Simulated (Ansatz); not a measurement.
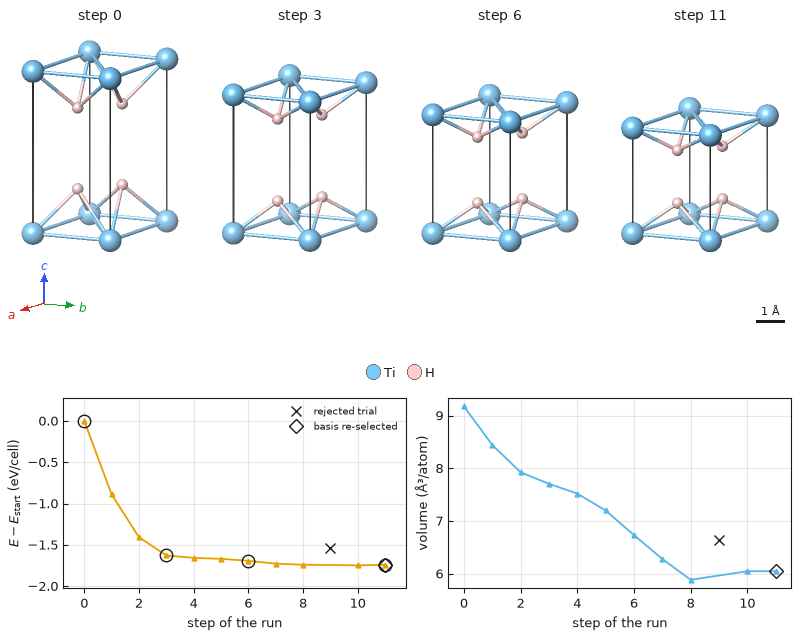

Frames of a relaxation of a crystal of TiH4 (a generated structure, set up in P6/mmm) (coarse preliminary run), marked on the history of the run. The picture is a ball-and-stick view of the cell of the calculation, seen from a free direction.

The calculation used Ansatz 0.2.0, DFT PBE, scalar-relativistic, plane waves, PAW. Set-up: plane-wave cutoff 420 eV; k-point mesh 6 × 6 × 4; occupations gaussian; smearing width 0.1 eV; no spin polarisation; cell and atoms relaxed; force threshold 0.04 eV/Å; at most 70 steps.

### What happens along the run?

The atoms keep their places relative to the cell (all moves are under 0.005 Å). The volume changes by −34.1 %, with a = b 2.905 → 2.924 Å (+0.7 %), c 6.275 → 4.083 Å (−34.9 %). Among the contacts that change: H–Ti 2.297 → 1.972 Å, Ti–Ti 2.905 → 2.924 Å. Bond angles that change, for instance: Ti–H–Ti 78.5° → 95.7°. The space group stays P6/mmm (No. 191). After 9 accepted moves (11 points after the start) the energy has fallen by 1.742 eV per cell of the calculation. The largest force component goes from 1.2 to 0.011 eV/Å. Pressure: −16.15 GPa at the start and 0.02 GPa at the end. The line search rejected the trial step at point 9 of the run. At 1 point the geometry stayed and the basis and grid were re-selected for the new cell (energy shift of 6.3 meV per cell of the calculation at most each time). The run took 14 s on 1 thread of Arm Neoverse V1 (shared host), peak memory 0.29 GiB. From step 0 to 3: H atoms move most (0.25 Å), volume −16.0 %, energy −1.629 eV per cell of the calculation. From step 3 to 6: H atoms move most (0.08 Å), volume −12.6 %, energy −65.3 meV per cell of the calculation. From step 6 to 11: H atoms move most (0.11 Å), volume −10.2 %, energy −48.4 meV per cell of the calculation.
